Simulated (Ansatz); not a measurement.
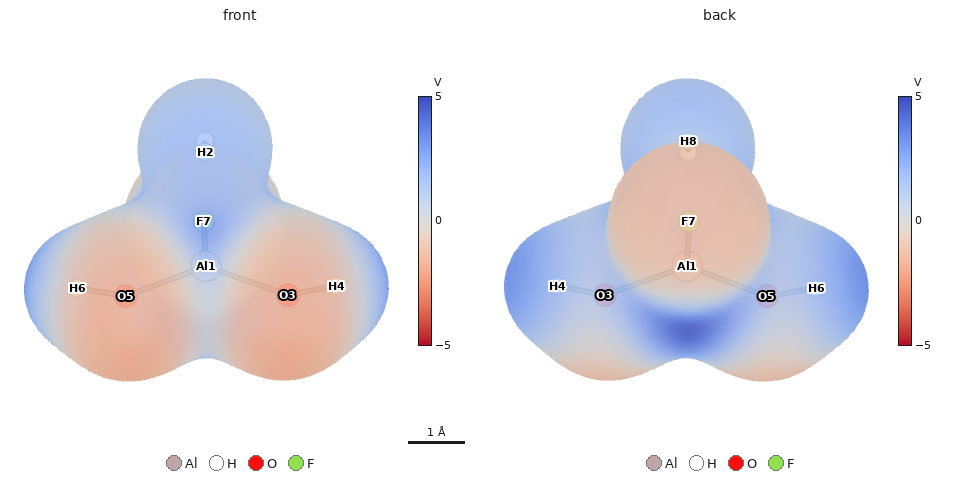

The picture shows: AlFH2O2···H2. The electrostatic potential painted on the density surface at 0.004 e/bohr³, seen from the front and from behind; the colour scale runs from red (negative) to blue (positive).

Level of theory: RKS PBE-D4/def2-SVP in Ansatz 0.2.0.

```yaml
atoms:
  - { symbol: Al, position_ang: [-0.0263, 0.3114, -0.3579] }
  - { symbol: H, position_ang: [0.0530, -0.3653, 1.8721] }
  - { symbol: O, position_ang: [1.3774, -0.5521, -0.8035] }
  - { symbol: H, position_ang: [2.2556, -0.1439, -0.7798] }
  - { symbol: O, position_ang: [-1.5181, -0.4699, -0.6383] }
  - { symbol: H, position_ang: [-2.3641, -0.0120, -0.5251] }
  - { symbol: F, position_ang: [0.0490, 1.9245, 0.1202] }
  - { symbol: H, position_ang: [0.1008, 0.4069, 1.9081] }
```

Which sites attract a positive test charge, and which a negative one?

A positive charge is drawn to the negative regions and a negative charge to the positive ones. The most negative region (about −1.9 V, or −44 kcal/mol for a unit charge) lies over O3 and O5, the most positive (about +4.1 V, or +95 kcal/mol for a unit charge) over Al1.
